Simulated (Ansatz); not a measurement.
System: zinc-blende HgS (metastable phase). Method: LC-ωPBE in Ansatz (plane waves, PAW).

Numerical settings: plane-wave cutoff 460 eV, 8×8×8 k mesh, Fermi–Dirac smearing 0.01 eV, scalar-relativistic PAW data made under PBE.

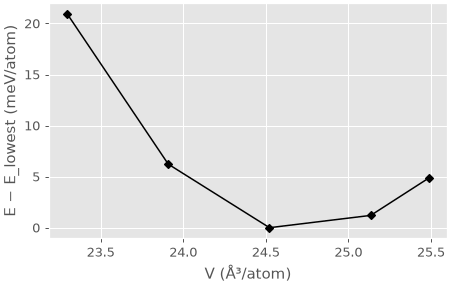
Fig. 1. Total energy against volume

From the curve, estimate the equilibrium volume and the bulk modulus.

V0 ≈ 24.7 Å³/atom and B0 ≈ 75 GPa; the fit gives V0 = 24.720 Å³/atom, B0 = 74.7 GPa, B′ = 4.6.

Measured, for comparison: equilibrium volume per atom 24.91 Å³/atom (295 K, not corrected to a static lattice; as tabulated in Cardona et al. (2009), arXiv:0908.2634). Computed (rounded) less measured: equilibrium volume per atom -0.8 %. A static lattice is as a rule a little smaller and stiffer than an uncorrected measurement, which narrows the difference in the equilibrium volume per atom and would widen misses of the other sign.

Spin–orbit coupling is not included; it can shift volumes and moduli of such heavy elements.

The computed numbers hold no vibrational or temperature effects.

Ansatz is a quantum-chemistry and plane-wave program.
